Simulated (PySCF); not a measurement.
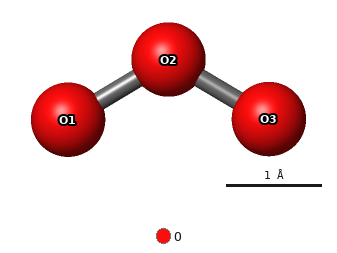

Fig. 1: The structure (ball-and-stick view, seen on its broad side; atoms are numbered from 1 in the order of the input). Bond lengths as drawn: O–O 1.23 Å.

## O3: one change and its effect

System: O3 (ozone).
Method of run 1: TDDFT CAM-B3LYP/def2-SVPD, vertical, gas phase, core orbitals frozen in the response (PySCF 2.14.0).

The geometry comes from this level: PBE0-D3(BJ)/def2-SVP. Text and figures count atoms from 1; the logs count them from 0 in places.

### Input file, run 1
```
{"job": {"kind": "uv", "xc": "CAM-B3LYP", "basis": "def2-SVPD", "ip": true}, "charge": 0, "multiplicity": 1}
O     -1.011916    -0.401259     0.060550
O     -0.062267     0.380901    -0.035655
O      1.080743    -0.081921    -0.069896
```

The first line tells a small driver script what to run in PySCF; the rest is the geometry in Å.

Launched with:
```bash
OMP_NUM_THREADS=1 python <driver script> task.json out
```

Hardware: 1 CPU thread, shared host.

### Output (run 1)
```
coarse grid: 3264 points
cycle   1  E = -224.9771924807  dE =  7.020e-01  |g| = 9.170e-01  |ddm| = 2.255e+00
cycle   2  E = -224.7520432029  dE =  2.251e-01  |g| = 1.515e+00  |ddm| = 1.531e+00
cycle   3  E = -225.1228369018  dE = -3.708e-01  |g| = 5.640e-02  |ddm| = 8.988e-01
cycle   4  E = -225.1233304211  dE = -4.935e-04  |g| = 2.113e-02  |ddm| = 8.000e-02
cycle   5  E = -225.1233872686  dE = -5.685e-05  |g| = 1.109e-02  |ddm| = 1.863e-02
cycle   6  E = -225.1234008369  dE = -1.357e-05  |g| = 7.395e-03  |ddm| = 1.162e-02
cycle   7  E = -225.1234113976  dE = -1.056e-05  |g| = 7.546e-04  |ddm| = 5.402e-03
cycle   8  E = -225.1234115811  dE = -1.836e-07  |g| = 1.017e-04  |ddm| = 1.331e-03
final grid: 33624 points
cycle   9  E = -225.1771418656  dE = -5.118e-06  |g| = 1.478e-03  |ddm| = 1.706e-02
cycle  10  E = -225.1771419788  dE = -1.132e-07  |g| = 1.436e-03  |ddm| = 2.346e-03
cycle  11  E = -225.1771422778  dE = -2.990e-07  |g| = 6.066e-04  |ddm| = 1.158e-03
cycle  12  E = -225.1771423378  dE = -6.007e-08  |g| = 1.773e-04  |ddm| = 4.603e-04
cycle  13  E = -225.1771423419  dE = -4.057e-09  |g| = 1.137e-04  |ddm| = 1.802e-04
cycle  14  E = -225.1771423443  dE = -2.376e-09  |g| = 6.091e-06  |ddm| = 8.359e-05
cycle  15  E = -225.1771423443  dE = -1.739e-11  |g| = 2.198e-06  |ddm| = 1.166e-05
converged SCF energy = -225.1771423443

Static polarisability (au): isotropic 18.234, principal 11.408 13.250 30.044

Singlet excitations
state   eV       nm        f      main configurations
  1   2.1785    569.1   0.00001   H->L 1.00
  2   2.5158    492.8   0.00000   H-1->L 1.00
  3   5.5312    224.2   0.14274   H-2->L 0.94
  4   9.5268    130.1   0.00000   H-3->L 0.98
  5   9.5392    130.0   0.00205   H-4->L 0.98
  6   9.9308    124.8   0.00853   H->L+3 0.52, H->L+5 0.15, H->L+1 0.13
  7  10.1150    122.6   0.00781   H->L+1 0.72, H->L+3 0.14, H-1->L+2 0.10
  8  10.2339    121.2   0.01989   H->L+2 0.43, H-1->L+3 0.43
  9  10.5259    117.8   0.00082   H-1->L+1 0.71, H-1->L+5 0.16
 10  10.5472    117.6   0.00000   H-2->L+3 0.51, H-2->L+5 0.20, H-2->L+10 0.15

Triplet excitations (Tamm-Dancoff, eV): 1.3590 1.4102 1.8422 8.1418
Vertical ionisation energy (delta-SCF) = 13.3467 eV
Vertical electron affinity (delta-SCF) = 2.3527 eV
```

The input of run 2 differs as follows (lines with − go, lines with + come):
```diff
-"xc": "CAM-B3LYP"
+"xc": "wB97X-D"
```

Predict how the results change.

The total energies belong to different methods, so their difference says nothing on which is more stable or more accurate. The HOMO goes from −11.50 to −11.90 eV. The LUMO goes from −3.92 to −3.22 eV. The strongest computed line goes from 5.53 to 5.61 eV. The functional changes from CAM-B3LYP to wB97X-D. The SCF takes 14 iterations against 15.

### Output (run 2)
```
coarse grid: 3264 points
cycle   1  E = -224.9718165912  dE =  6.835e-01  |g| = 9.343e-01  |ddm| = 2.311e+00
cycle   2  E = -224.7904387091  dE =  1.814e-01  |g| = 1.446e+00  |ddm| = 1.516e+00
cycle   3  E = -225.1247533256  dE = -3.343e-01  |g| = 5.418e-02  |ddm| = 8.844e-01
cycle   4  E = -225.1252320476  dE = -4.787e-04  |g| = 1.900e-02  |ddm| = 7.451e-02
cycle   5  E = -225.1252920652  dE = -6.002e-05  |g| = 7.097e-03  |ddm| = 1.701e-02
cycle   6  E = -225.1252952236  dE = -3.158e-06  |g| = 6.453e-03  |ddm| = 8.914e-03
cycle   7  E = -225.1253032098  dE = -7.986e-06  |g| = 8.466e-04  |ddm| = 4.842e-03
final grid: 33624 points
cycle   8  E = -225.1703358322  dE = -2.347e-05  |g| = 3.477e-03  |ddm| = 4.090e-02
cycle   9  E = -225.1703309364  dE =  4.896e-06  |g| = 6.620e-03  |ddm| = 8.692e-03
cycle  10  E = -225.1703384429  dE = -7.506e-06  |g| = 9.230e-04  |ddm| = 4.301e-03
cycle  11  E = -225.1703385533  dE = -1.104e-07  |g| = 6.125e-04  |ddm| = 9.610e-04
cycle  12  E = -225.1703386278  dE = -7.449e-08  |g| = 8.184e-05  |ddm| = 6.456e-04
cycle  13  E = -225.1703386297  dE = -1.885e-09  |g| = 3.345e-05  |ddm| = 1.034e-04
cycle  14  E = -225.1703386303  dE = -5.643e-10  |g| = 8.384e-06  |ddm| = 8.022e-05
converged SCF energy = -225.1703386303

Static polarisability (au): isotropic 18.174, principal 11.433 13.253 29.837

Singlet excitations
state   eV       nm        f      main configurations
  1   2.1800    568.7   0.00001   H->L 1.00
  2   2.5186    492.3   0.00000   H-1->L 1.00
  3   5.6136    220.9   0.14457   H-2->L 0.94
  4   9.5860    129.3   0.00188   H-4->L 0.99
  5   9.6085    129.0   0.00000   H-3->L 0.98
  6  10.0320    123.6   0.00568   H->L+2 0.53, H->L+5 0.18, H->L+3 0.11
  7  10.4038    119.2   0.01998   H->L+1 0.39, H-1->L+3 0.28, H-1->L+2 0.14
  8  10.4084    119.1   0.01220   H->L+3 0.62, H->L+2 0.18, H-1->L+1 0.14
  9  10.7214    115.6   0.00000   H-2->L+2 0.48, H-2->L+5 0.25, H-2->L+3 0.12
 10  10.7406    115.4   0.00031   H-1->L+2 0.44, H-1->L+3 0.23, H-1->L+5 0.15

Triplet excitations (Tamm-Dancoff, eV): 1.4051 1.5631 1.8820 8.2765
Vertical ionisation energy (delta-SCF) = 13.2164 eV
Vertical electron affinity (delta-SCF) = 2.1717 eV
```

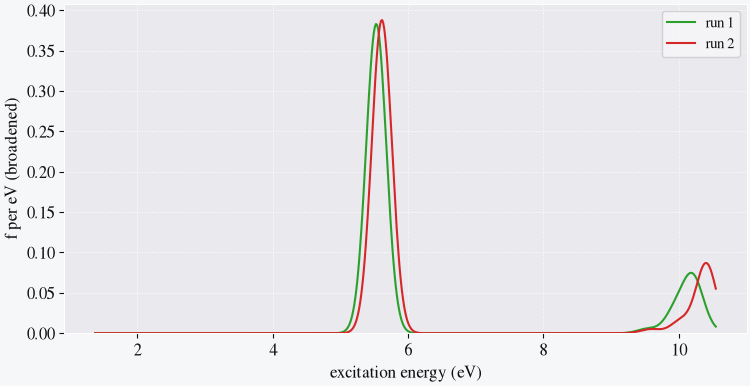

Fig. 2: Absorption of the two runs from their computed states, each broadened by a Gaussian of 0.35 eV full width; the range ends where the shorter list of states ends.

### The two runs side by side

```tsv
quantity	run 1	run 2
outcome	converged	converged
total energy (hartree)	−225.177142	−225.170339
HOMO (eV)	−11.50	−11.90
LUMO (eV)	−3.92	−3.22
dipole moment (D)	0.69	0.68
lowest excitation (eV)	2.18	2.18
SCF iterations	15	14
strongest computed line (eV)	5.53	5.61
basis functions	69	69
wall time (shared host)	8 s	7.3 s
```
